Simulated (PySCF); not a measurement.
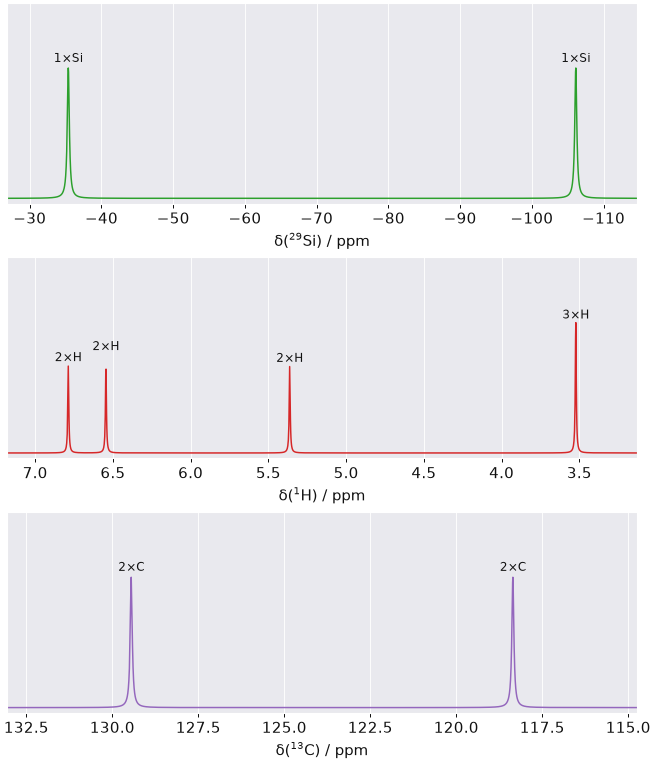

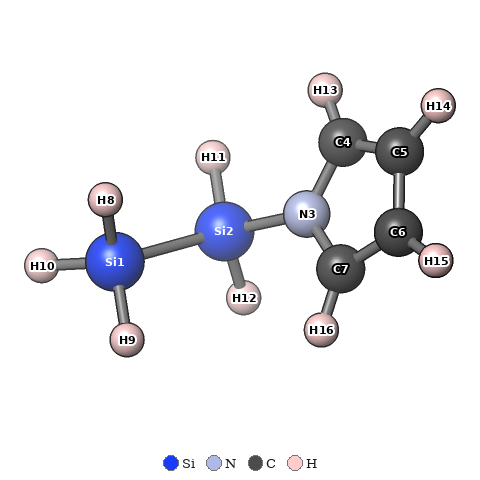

Spectrum and numbered structure of C₄H₉NSi₂, SMILES [SiH3][SiH2]n1cccc1. GIAO shifts, PBE0/pcSseg-1 (IEF-PCM cyclohexane), PySCF 2.14.0, at a PBE0-D3(BJ)/def2-SVP geometry (no frequency check), against TMS for ²⁹Si, TMS for ¹H and TMS for ¹³C computed at the same level. fully decoupled, line heights follow the number of nuclei, widths are arbitrary (no quadrupolar broadening); values of one conformer, averaged over nuclei that symmetry, rotation about single bonds or inversion at nitrogen exchange, these motions taken as fast; other conformers aren't averaged in.

Assign the ²⁹Si signals to the numbered atoms.

Answer.
| δ (ppm) | nuclei | atoms |
| --- | --- | --- |
| −35.4 | 1 | Si2 |
| −106.1 | 1 | Si1 |

Which ¹H nuclei are the least shielded, and which the most?

Answer. Least shielded: H13 and H16 at 6.79 ppm. Most shielded: H8, H9 and H10 at 3.52 ppm.

Which atoms give which ¹³C line?

Answer.
```
δ (ppm)  nuclei   atoms
  129.5       2  C4, C7
  118.4       2  C5, C6
```
